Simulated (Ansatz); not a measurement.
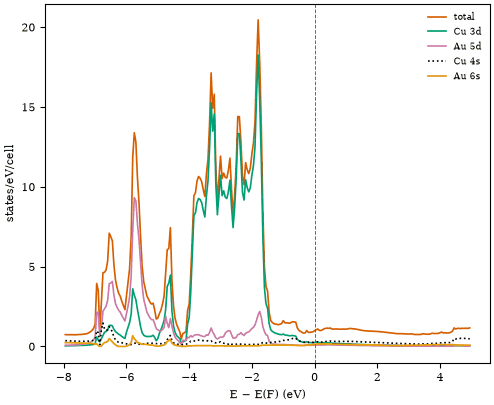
Total and projected density of states of Cu3Au (Cu3Au type, Pm-3m), plane-wave PAW LDA (Ansatz code)

Problem. Which orbitals carry the states next to the Fermi level?

Solution. Within 0.5 eV of the Fermi level: Cu 4s 29 %, Cu 3d 26 %, Au 6s 12 %, Au 5d 8 %, outside the projected shells 24 %. Projections are on Löwdin-orthogonalised atomic valence shells; empty p or d shells of many metals are not among them.

Problem. Where is the tallest occupied peak in this window, and what makes it?

Solution. Near -1.8 eV, about 20 states/eV per cell; the largest projected share is Cu 3d.

Symmetry was held in the LDA relaxation. No spin polarisation was allowed. Spin–orbit coupling is left out wherever it is not named.

Potentials: the earlier of the program's two PAW sets. The files were generated under PBE; for other functionals the program regenerates the frozen cores, and for LDA and PBEsol the local potential too.
